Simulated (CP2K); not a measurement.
# CH3AlBFSe (SMILES FB1[CH2][AlH][Se]1): PM6

What is the vertical ionisation energy of CH3AlBFSe at PM6? 

The calculation is run with CP2K 2026.2.

3 further runs of the same task are left out: 2 that didn't finish, 1 set aside as unsound or not needed.

## Step 1: Starting point

The species is CH3AlBFSe (8 atoms), meant as a singlet with charge 0. SMILES: `FB1[CH2][AlH][Se]1`. Geometry: a GFN2-xTB relaxation, a rough one for these elements and not checked as a minimum.

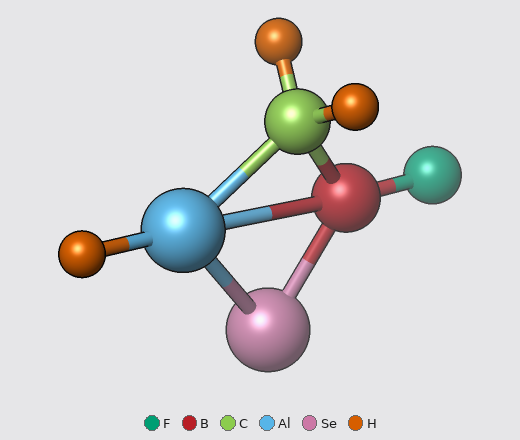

Viewed from a chosen angle; fluorine teal, boron red, carbon green, aluminium blue, selenium pink, hydrogen orange.

## Step 2: Energy and forces at PM6

job.inp reads:

```
&global
  project_name job
  run_type ENERGY_FORCE
  print_level MEDIUM
&end

&force_eval
  method QUICKSTEP
  &dft
    &qs
      method PM6
      eps_default 1.0E-10
      &se
        &coulomb
          cutoff [angstrom] 50
          rc_range [angstrom] 0
        &end
        &exchange
          cutoff [angstrom] 50
          rc_range [angstrom] 0
        &end
      &end
    &end
    # isolated system
    &poisson
      periodic NONE
      poisson_solver ANALYTIC
    &end
    &scf
      scf_guess ATOMIC
      eps_scf 1.0E-06
      max_scf 100
      added_mos 2
      &diagonalization
        algorithm STANDARD
      &end
      &mixing
        method DIRECT_P_MIXING
        alpha 0.4
      &end
    &end
    # extra output
    &print
      &moments
        periodic F
        reference COM
        max_moment 1
      &end
      &mo ON
        energies T
        occupation_numbers T
        ndigits 6
        &each
          qs_scf 0
        &end
        add_last NUMERIC
      &end
      &hirshfeld OFF
      &end
    &end
  &end
  # atoms, cell and kinds
  &subsys
    &cell
      abc 10.9 12.6 11.1
      periodic NONE
    &end
    &coord
      F     -1.441040     1.936550     0.131130
      B     -0.833510     0.796900    -0.121370
      C      0.535880     0.339270     0.580900
      Al     0.405370    -1.326680    -0.496050
      Se    -1.583790    -0.456980    -1.406760
      H      0.444250     0.307220     1.674200
      H      1.347890     1.055000     0.397920
      H      1.124950    -2.651280    -0.759980
    &end
    &topology
      &center_coordinates
      &end
    &end
  &end
  # extra output
  &print
    &forces ON
    &end
  &end
&end
```

Command:

```sh
$ OMP_NUM_THREADS=1 cp2k.psmp -i job.inp > job.out 2>&1
```

The program printed:

```text
CP2K| version string:                                       CP2K version 2026.2
[...]
 GLOBAL| Method name                                                        CP2K
[...]
 GLOBAL| Run type                                                   ENERGY_FORCE
[...]
                             - Atoms:                                          8
[...]
                             - Spherical basis functions:                     28
[...]
 Number of electrons:                                                         26
[...]
     1 P_Mix/Diag. 0.40E+00    0.0     0.80174220       -27.4418076040 -2.74E+01
[...]
    18 DIIS/Diag.  0.10E-06    0.0     0.00000025       -32.7313070493 -1.09E-11
  *** SCF run converged in    18 steps ***
  Core-core repulsion energy [eV]:                           1375.60285913931443
  Core Hamiltonian energy [eV]:                             -1432.70633053282268
  Two-electron integral energy [eV]:                        -1667.12137770625213
  Electronic energy [eV]:                                   -2266.26701938594852
  Total energy [eV]:                                         -890.66416024663408
  Atomic reference energy [eV]:                               880.66701321631626
  Heat of formation [kcal/mol]:                              -230.53970554079100
[...]
 SE_DIPOLE| Moment [Debye]         -2.96255225       2.40148162      -0.68072930
 SE_DIPOLE| Derivative [a.u.]       0.00000000       0.00000000       0.00000000
 ENERGY| Total FORCE_EVAL ( QS ) energy [hartree]            -32.731307049348885
 FORCES| Atomic forces [hartree/bohr]
 FORCES|   Atom     x               y               z               |f|
 FORCES|      1 -2.62619720E-03  1.41085025E-02  6.58372922E-03   1.57889912E-02
 FORCES|      2 -4.00640762E-02 -8.92330188E-02 -8.20192702E-02   1.27651175E-01
 FORCES|      3 -1.35949465E-02  3.44141287E-03 -7.82371151E-03   1.60585290E-02
 FORCES|      4 -1.89569601E-01  1.05514243E-01 -7.33279896E-02   2.29012845E-01
 FORCES|      5  2.33778724E-01 -6.76857277E-03  1.63829831E-01   2.85549503E-01
 FORCES|      6  2.24509638E-03 -8.68534551E-03 -4.52470843E-03   1.00473216E-02
 FORCES|      7  1.38616631E-03 -9.18144410E-03 -3.32163663E-03   9.86172615E-03
 FORCES|      8  8.44483464E-03 -9.19577667E-03  6.03756241E-04   1.24996825E-02
 FORCES| Sum     0.00000000E+00 -2.77555756E-17  2.74086309E-16
 FORCES| Total atomic force                                       2.75488070E-16
[...]
```

It took 0.91 s on 1 thread of Intel Xeon at 2.60GHz (Ice Lake), shared host; peak memory 0.19 GiB.

## Step 3: The doublet cation

gas.inp reads:

```
&global
  project_name gas
  run_type ENERGY_FORCE
  print_level MEDIUM
&end global
&force_eval
  method QS
  &dft
    charge 1
    multiplicity 2
    spin_polarized T
    &qs
      method PM6
      eps_default 1.0E-10
      &se
        &coulomb
          cutoff [angstrom] 50
          rc_range [angstrom] 0
        &end coulomb
        &exchange
          cutoff [angstrom] 50
          rc_range [angstrom] 0
        &end exchange
      &end se
    &end qs
    &poisson
      periodic NONE
      poisson_solver ANALYTIC
    &end poisson
    &scf
      scf_guess ATOMIC
      eps_scf 1.0E-06
      max_scf 100
      added_mos 4
      &diagonalization
        algorithm STANDARD
      &end diagonalization
      &mixing
        method DIRECT_P_MIXING
        alpha 0.4
      &end mixing
    &end scf
    &print
      &moments
        periodic F
        reference COM
        max_moment 1
      &end moments
      &mo ON
        energies T
        occupation_numbers T
        ndigits 6
        &each
          qs_scf 0
        &end each
        add_last NUMERIC
      &end mo
      &hirshfeld OFF
      &end hirshfeld
    &end print
  &end dft
  &subsys
    &cell
      abc [angstrom] 10.9 12.6 11.1
      periodic NONE
    &end cell
    &coord
      F     -1.441040     1.936550     0.131130
      B     -0.833510     0.796900    -0.121370
      C      0.535880     0.339270     0.580900
      Al     0.405370    -1.326680    -0.496050
      Se    -1.583790    -0.456980    -1.406760
      H      0.444250     0.307220     1.674200
      H      1.347890     1.055000     0.397920
      H      1.124950    -2.651280    -0.759980
    &end coord
    &topology
      &center_coordinates
      &end center_coordinates
    &end topology
  &end subsys
  &print
    &forces ON
    &end forces
  &end print
&end force_eval
```

Command:

```sh
$ OMP_NUM_THREADS=1 cp2k.psmp -i gas.inp > gas.out 2>&1
```

The program printed:

```text
CP2K| version string:                                       CP2K version 2026.2
[...]
 GLOBAL| Method name                                                        CP2K
[...]
 GLOBAL| Run type                                                   ENERGY_FORCE
[...]
                             - Atoms:                                          8
[...]
                             - Spherical basis functions:                     28
[...]
 Number of electrons:                                                         13
[...]
     1 P_Mix/Diag. 0.40E+00    0.0     0.55561924       -27.7967694421 -2.78E+01
[...]
    21 DIIS/Diag.  0.13E-06    0.0     0.00000081       -32.4043441721 -4.02E-12
  *** SCF run converged in    21 steps ***
  Core-core repulsion energy [eV]:                           1375.60285913931443
  Core Hamiltonian energy [eV]:                             -1402.35748531978879
  Two-electron integral energy [eV]:                        -1710.02484341363697
  Electronic energy [eV]:                                   -2257.36990702660751
  Total energy [eV]:                                         -881.76704788729307
  Atomic reference energy [eV]:                               880.66701321631626
  Heat of formation [kcal/mol]:                               -25.36740415666259
[...]
 SE_DIPOLE| Moment [Debye]         -2.33624328       3.24948390       0.27690672
 SE_DIPOLE| Derivative [a.u.]       0.00000000       0.00000000       0.00000000
 ENERGY| Total FORCE_EVAL ( QS ) energy [hartree]            -32.404344172112381
 FORCES| Atomic forces [hartree/bohr]
 FORCES|   Atom     x               y               z               |f|
 FORCES|      1  1.76470961E-03 -1.64573535E-03  3.08875625E-04   2.43270406E-03
 FORCES|      2 -2.46690149E-02 -4.47343300E-02 -4.43906344E-02   6.76775369E-02
 FORCES|      3 -3.35426514E-02 -7.32911545E-03 -2.85205871E-02   4.46346198E-02
 FORCES|      4 -1.44391679E-01  8.86307801E-02 -5.08885263E-02   1.76901143E-01
 FORCES|      5  1.86592328E-01 -1.25259201E-02  1.26467082E-01   2.25759869E-01
 FORCES|      6  4.15029583E-03 -6.88630487E-03 -7.16921542E-04   8.07218228E-03
 FORCES|      7  4.41255453E-03 -6.53785477E-03 -1.00835736E-03   7.95179018E-03
 FORCES|      8  5.68345750E-03 -8.97151964E-03 -1.25093092E-03   1.06936749E-02
 FORCES| Sum    -4.44089210E-16 -1.94289029E-16  3.46944695E-18
 FORCES| Total atomic force                                       4.84742705E-16
[...]
```

It took 1 s on 1 thread of Intel Xeon at 2.60GHz (Ice Lake), shared host; peak memory 0.19 GiB.

## Step 4: Outcome

At PM6:

| quantity | value |
| --- | --- |
| singlet CH3AlBFSe: total energy | -32.73131 Eh |
| singlet CH3AlBFSe: dipole moment | 3.87 D |
| singlet CH3AlBFSe: HOMO energy | -9.20 eV |
| singlet CH3AlBFSe: LUMO energy | 0.02 eV |
| singlet CH3AlBFSe: HOMO–LUMO gap | 9.22 eV |
| singlet CH3AlBFSe: heat of formation at this unrelaxed shape | -230.5 kcal/mol |
| singlet CH3AlBFSe: largest force on an atom | 14.684 eV/Å |
| doublet cation: total energy | -32.40434 Eh |
| doublet cation: HOMO energy (highest over α and β) | -15.09 eV |
| doublet cation: LUMO energy (lowest over α and β) | -8.63 eV |
| doublet cation: heat of formation at this unrelaxed shape | -25.4 kcal/mol |
| doublet cation: largest force on an atom | 11.609 eV/Å |
| vertical ionisation energy (to the doublet cation) | 8.897 eV |

What this shows: The vertical ionisation energy comes to 8.90 eV (858 kJ/mol). The largest force (singlet CH3AlBFSe) is 14.68 eV/Å: too large for a shape near rest, so the state or the gradient is in doubt.
